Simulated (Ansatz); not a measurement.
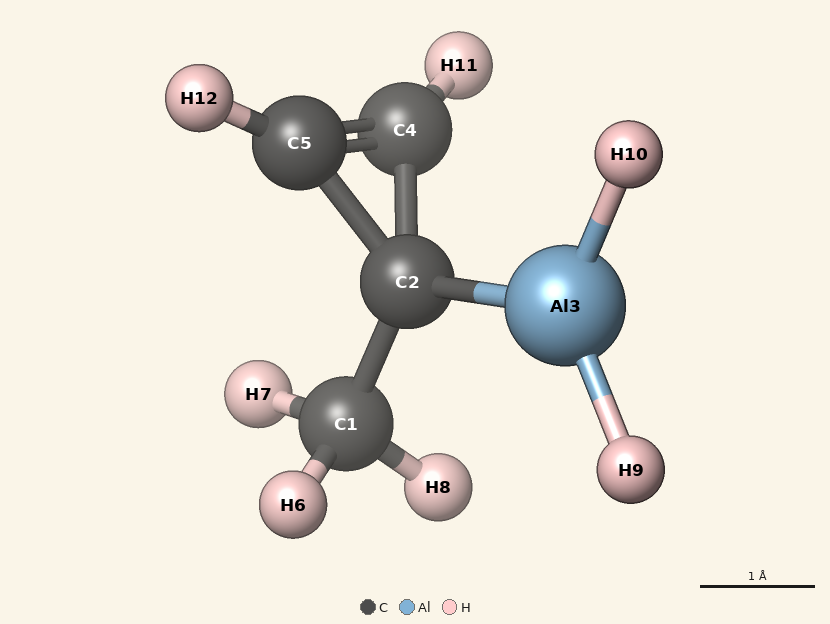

Orthographic view. Distant atoms are faded towards the background colour. The geometry was computed by an optimisation with PBE-D4/def2-SVP. No frequency run is at hand to confirm it as a minimum.

Give the geometry as a Z-matrix, atoms in numerical order, with these reference atoms: 2 to 1; 3 to 2, 1; 4 to 2, 1, 3; 5 to 4, 2, 1; 6 to 1, 2, 4; 7 to 1, 6, 2; 8 to 1, 6, 7; 9 to 3, 2, 1; 10 to 3, 9, 2; 11 to 4, 5, 2; 12 to 5, 4, 11.

```
C  
C    1   1.532
Al   2   1.973   1   119.0
C    2   1.548   1   117.6   3   151.9
C    4   1.302   2    65.2   1   104.0
H    1   1.111   2   111.6   4  -148.3
H    1   1.112   6   107.6   2  -122.7
H    1   1.112   6   106.7   7  -115.2
H    3   1.610   2   122.3   1    -0.7
H    3   1.607   9   119.7   2   179.9
H    4   1.095   5   150.4   2   177.1
H    5   1.095   4   150.5  11    -0.1
```
